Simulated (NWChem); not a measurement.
**SiP2H6 (SMILES P[SiH2]P): levels of theory compared**

Wanted: a comparison of 3 runs (HF/STO-3G, HF/3-21G, B3LYP/6-31G*) of SiP2H6. 

The results are computed with NWChem 7.3.0.

## (1) The structure to begin with

The species is SiP2H6 (9 atoms), meant as a singlet with charge 0. SMILES: `P[SiH2]P`. The coordinates come from a GFN2-xTB relaxation. This is one conformer, not always the lowest.

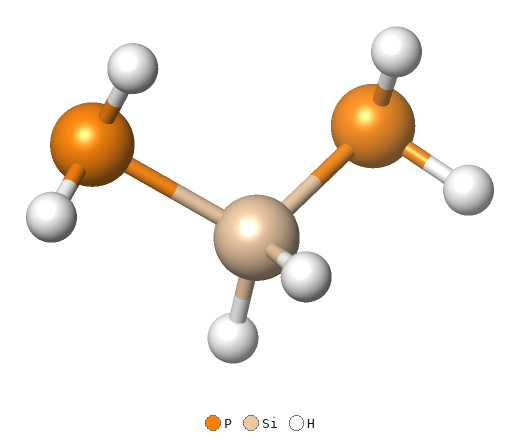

The structure, seen from a chosen angle (phosphorus orange, silicon light orange, hydrogen white).

## (2) Energy and gradient at HF/STO-3G (run 1)

File h6p2si.nw:

```
start h6p2si
title "H6P2Si"
memory total 2200 mb

geometry units bohr noautosym nocenter noautoz
  P   -2.83908674   1.38813612  -2.07284059
  Si   0.61784596   0.99688722   0.35148906
  P   -0.09716972  -2.14975244   3.10249566
  H   -2.40348597  -0.76766344  -3.48939819
  H   -1.67898387   2.92433228  -3.83693772
  H    0.85608373   3.33309894   1.82235739
  H    2.96390315   0.67625739  -1.10979836
  H    0.18844349  -4.08146828   1.36141539
  H    2.39248776  -2.31984669   3.87119845
end

basis spherical bse
  * library STO-3G
end

scf
  thresh 1e-08
  maxiter 80
end

task scf gradient
```

The run is started by

```console
nwchem h6p2si.nw > h6p2si.out
```

Output:

```text
[...]
  functions       =    33
[...]
  wavefunction    = RHF
[...]
         Total SCF energy =   -962.934623251277
      One-electron energy =  -1731.911713028417
      Two-electron energy =    572.727863656389
 Nuclear repulsion energy =    196.249226120751
        Time for solution =      1.2s
[...]
                         RHF ENERGY GRADIENTS
    atom               coordinates                        gradient
                 x          y          z           x          y          z
   1 P      -2.839087   1.388136  -2.072841   -0.019584   0.001421  -0.002810
   2 Si      0.617846   0.996887   0.351489    0.004391  -0.004636  -0.005536
   3 P      -0.097170  -2.149752   3.102496   -0.011175  -0.009508   0.013392
   4 H      -2.403486  -0.767663  -3.489398    0.000761  -0.001089  -0.002527
   5 H      -1.678984   2.924332  -3.836938    0.002464  -0.000966  -0.000223
   6 H       0.856084   3.333099   1.822357   -0.000690   0.018551   0.013047
   7 H       2.963903   0.676257  -1.109798    0.020615  -0.001852  -0.012159
   8 H       0.188443  -4.081468   1.361415    0.001770  -0.002190  -0.000921
   9 H       2.392488  -2.319847   3.871198    0.001449   0.000269  -0.002264
[...]
```

Run time: 2 s. Hardware: 1 thread of Intel Xeon 6975P-C (Granite Rapids), shared host; peak memory 0.099 GiB.

## (3) Energy and forces at HF/3-21G (run 2)

File h6p2si.xyz:

```xyz
9
H6P2Si
P     -1.502380     0.734570    -1.096900
Si     0.326950     0.527530     0.186000
P     -0.051420    -1.137600     1.641770
H     -1.271870    -0.406230    -1.846510
H     -0.888480     1.547490    -2.030420
H      0.453020     1.763800     0.964350
H      1.568430     0.357860    -0.587280
H      0.099720    -2.159820     0.720430
H      1.266050    -1.227610     2.048550
```

File run.py:

```python
from ase.io import read
from ase.calculators.nwchem import NWChem

molecule = read('h6p2si.xyz')

calc = NWChem(
    label='h6p2si',
    theory='scf',
    memory='2200 mb',
    basis='3-21G',
    basispar='spherical bse',
    scf={'nopen': '0', 'rhf': None, 'thresh': '1e-08', 'maxiter': '80'},
)
molecule.calc = calc

forces = molecule.get_forces()
print("Total energy (eV):", round(molecule.get_potential_energy(), 6))
print("forces (eV/A):")
for s, f in zip(molecule.symbols, forces):
    print(f"{s:2s} {f[0]:10.5f} {f[1]:10.5f} {f[2]:10.5f}")
print("dipole (e A):", molecule.get_dipole_moment().round(4))
```

The run is started by

```console
export ASE_NWCHEM_COMMAND="nwchem PREFIX.nwi > PREFIX.nwo"
python run.py
```

Output:

```text
Total energy (eV): -26363.357417
forces (eV/A):
P    -1.05359    0.21875    0.11231
Si    0.71785    0.77935    0.15257
P    -0.69255   -0.25567    0.78892
H    -0.08546   -0.84466   -0.43632
H     0.18450    0.77467   -0.67435
H     0.02468    0.30555    0.19612
H     0.19417   -0.12789   -0.19093
H    -0.14100   -0.77030   -0.54708
H     0.85134   -0.07981    0.59876
dipole (e A): [ 0.4591 -0.0464 -0.274 ]
```

The calculator wrote h6p2si.nwi:

```
title "h6p2si"

permanent_dir h6p2si

scratch_dir h6p2si

start h6p2si

geometry units angstrom nocenter noautosym noautoz
  P  -1.5023800000000000e+00 7.3456999999999995e-01 -1.0969000000000000e+00
  Si 3.2695000000000002e-01 5.2753000000000005e-01 1.8600000000000000e-01
  P  -5.1420000000000000e-02 -1.1375999999999999e+00 1.6417700000000000e+00
  H  -1.2718700000000001e+00 -4.0622999999999998e-01 -1.8465100000000001e+00
  H  -8.8848000000000005e-01 1.5474900000000000e+00 -2.0304199999999999e+00
  H  4.5301999999999998e-01 1.7638000000000000e+00 9.6435000000000004e-01
  H  1.5684300000000000e+00 3.5786000000000001e-01 -5.8728000000000002e-01
  H  9.9720000000000003e-02 -2.1598199999999999e+00 7.2043000000000001e-01
  H  1.2660499999999999e+00 -1.2276100000000001e+00 2.0485500000000001e+00
end

memory 2200 mb

basis spherical bse noprint
   * library 3-21G
end

scf
  nopen 0
  rhf
  thresh 1e-08
  maxiter 80
end

task scf gradient
```

h6p2si.nwo:

```text
Northwest Computational Chemistry Package (NWChem) 7.3.0
             --------------------------------------------------------

           Job information
           ---------------

    nwchem branch   = 7.3.0
    use scalapack   = T
    input           = h6p2si.nwi
    prefix          = h6p2si.
    data base       = h6p2si/h6p2si.db
    status          = startup
    nproc           =        1

           Memory information
           ------------------

[... 5 lines left out ...]
    hardfail = no
[... 133 lines left out ...]
         Quadratically convergent ROHF
[... 14 lines left out ...]
       Final RHF  results
[... 4 lines left out ...]
      Two-electron energy =    567.808306769648
[... 44 lines left out ...]
                       ROHF Final Molecular Orbital Analysis
[... 219 lines left out ...]
                 ----------------------------------------
                 |  Time  |  1-e(secs)   |  2-e(secs)   |
                 ----------------------------------------
                 |  CPU   |       0.00   |       0.28   |
                 ----------------------------------------
                 |  WALL  |       0.00   |       0.28   |
                 ----------------------------------------

 Task  times  cpu:        1.9s     wall:        1.9s
 Total times  cpu:        1.9s     wall:        1.9s
```

Wall time 2.9 s (1 thread of Intel Xeon 6975P-C (Granite Rapids), shared host); peak memory 0.094 GiB.

## (4) Energy and gradient at B3LYP/6-31G(d) (Cartesian functions) (run 3)

File run.nw:

```
start run
title "H6P2Si"
memory total 2200 mb

geometry units au noautosym nocenter noautoz
  P  -2.83908674  1.38813612 -2.07284059
  Si  0.61784596  0.99688722  0.35148906
  P  -0.09716972 -2.14975244  3.10249566
  H  -2.40348597 -0.76766344 -3.48939819
  H  -1.67898387  2.92433228 -3.83693772
  H   0.85608373  3.33309894  1.82235739
  H   2.96390315  0.67625739 -1.10979836
  H   0.18844349 -4.08146828  1.36141539
  H   2.39248776 -2.31984669  3.87119845
end

basis
  * library 6-31G*
end

dft
  xc b3lyp
  grid xfine
  convergence energy 1e-08
  iterations 100
  mulliken
end

task dft gradient
```

The run is started by

```console
nwchem run.nw > run.out
```

Output:

```text
[...]
          Wavefunction type:  closed shell.
          No. of atoms     :     9
          No. of electrons :    50
[...]
          Charge           :     0
          Spin multiplicity:     1
[...]
          AO basis - number of functions:    69
[...]
              XC Information
              --------------
                         B3LYP Method XC Potential
                     Hartree-Fock (Exact) Exchange  0.200
                        Slater Exchange Functional  0.800 local
                    Becke 1988 Exchange Functional  0.720 non-local
              Lee-Yang-Parr Correlation Functional  0.810
                  VWN I RPA Correlation Functional  0.190 local
[...]
 d= 0,ls=0.0,diis     1   -975.7632523562 -1.17D+03  1.16D-02  3.95D-01     2.6
[...]
 d= 0,ls=0.0,diis     8   -975.8015419041 -9.89D-10  2.02D-06  9.59D-09    19.2
         Total DFT energy =     -975.801541904082
      One electron energy =    -1739.908038879715
           Coulomb energy =      637.581469411674
    Exchange-Corr. energy =      -69.724198556791
 Nuclear repulsion energy =      196.249226120751
[...]
      Total Density - Mulliken Population Analysis
     ---------------------------------------------
    Atom       Charge   Shell Charges
 -----------   ------   -------------------------------------------------------
    1 P   15    15.14   2.00  1.99  5.97  1.26  2.46  0.55  0.84  0.07
    2 Si  14    13.77   2.00  1.99  5.96  1.05  1.96  0.26  0.42  0.13
    3 P   15    15.14   2.00  1.99  5.97  1.26  2.46  0.55  0.84  0.07
    4 H    1     0.97   0.52  0.45
    5 H    1     0.97   0.52  0.45
    6 H    1     1.04   0.51  0.52
    7 H    1     1.04   0.51  0.53
    8 H    1     0.97   0.52  0.45
    9 H    1     0.97   0.52  0.45
[...]
  wavefunction    = closed shell
[...]
```

Wall time 25 s (1 thread of Intel Xeon 6975P-C (Granite Rapids), shared host); peak memory 0.14 GiB.

## (5) The series

| run | level | Cartesian functions | iteration cap | energy (Eh) | dipole moment (D) | HOMO energy (eV) | LUMO energy (eV) | wall time |
| --- | --- | --- | --- | --- | --- | --- | --- | --- |
| 1 | HF/STO-3G | no | 80 | -962.934623 | 1.30 | -7.24 | 10.20 | 2 s |
| 2 | HF/3-21G | no | 80 | -968.835523 | 2.58 | -10.15 | 3.49 | 2.9 s |
| 3 | B3LYP/6-31G* (Cartesian functions) | yes | 100 | -975.801542 | 1.84 | -7.24 | 0.22 | 25 s |

## (6) What came out

| quantity | value |
| --- | --- |
| run 3: total energy | -975.80154 Eh |
| run 3: dipole moment | 1.84 D |
| run 3: HOMO energy | -7.24 eV |
| run 3: LUMO energy | 0.22 eV |
| run 3: HOMO–LUMO gap | 7.47 eV |
| run 3: largest force on an atom | 1.219 eV/Å |

The dipole moment (its size) runs from 1.30 D (HF/STO-3G) to 2.58 D (HF/3-21G). The HOMO–LUMO gap runs from 7.47 eV (B3LYP/6-31G*) to 17.44 eV (HF/STO-3G). The two ends differ in method and basis. In run 1 the basis is minimal, so the values are rough. All runs together took 30 s, the longest 25 s.
